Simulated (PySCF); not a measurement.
TaC (quartet)

```yaml
atoms:
  - { symbol: Ta, position_ang: [0.0000, 0.0000, -0.1098] }
  - { symbol: C, position_ang: [0.0000, 0.0000, 1.6562] }
```

Core potentials replace the inner electrons of Ta.

Theory: PySCF 2.14.0, PBE0/def2-TZVPP, non-relativistic Hamiltonian with scalar-relativistic core potentials where named, at a bond length of 1.766 Å.

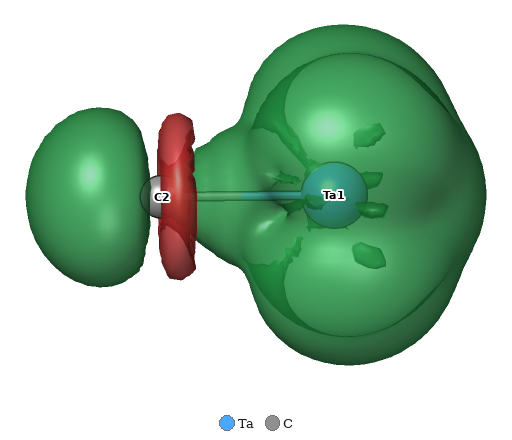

Figure 1. Isosurfaces of the spin density (α minus β) at +0.04 (green) and −0.04 e/Å³ (red), seen from one side.

> Describe the spin distribution.

The unpaired spin (3 electrons) lies mostly on Ta1 (about 2.4) and C2 (about 0.6), in electrons by Hirshfeld's partition.

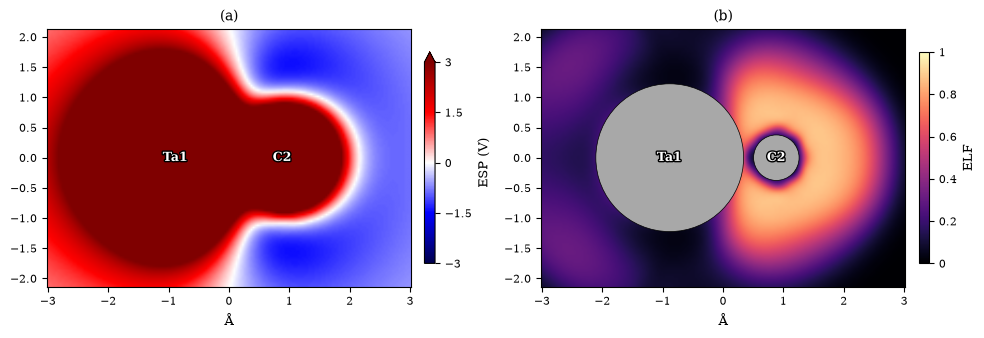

Figure 2. (a) electrostatic potential; (b) ELF on a plane that holds the molecular axis. Grey discs cover the atomic cores in the ELF map.

> Describe what can be read from this map.

- The section cuts through Ta and C sites.
- C–Ta (1.77 Å): the ELF peaks at about 0.65 in the valence shell of C, 0.6 Å from its nucleus, and is about 0.35 at the midpoint.
- Outside the dense part of the molecule the potential is most negative (−1.4 V) near C2.

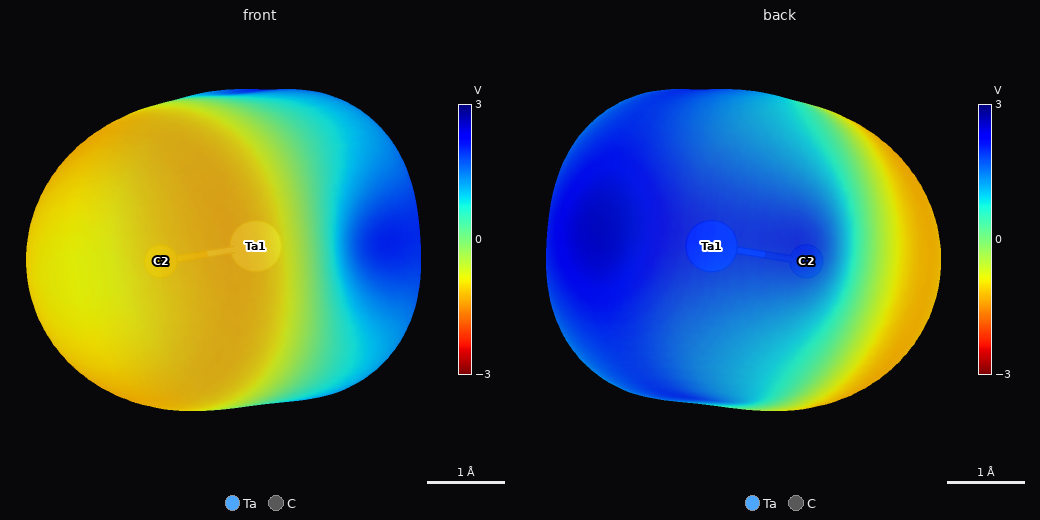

Figure 3. The electrostatic potential painted on the density surface at 0.002 e/bohr³, seen from the front and from behind; red is negative and blue positive.

> Describe the electrostatic potential map.

The most negative region (about −1.3 V, or −30 kcal/mol for a unit charge) lies over C2, the most positive (about +2.6 V, or +60 kcal/mol for a unit charge) over Ta1.
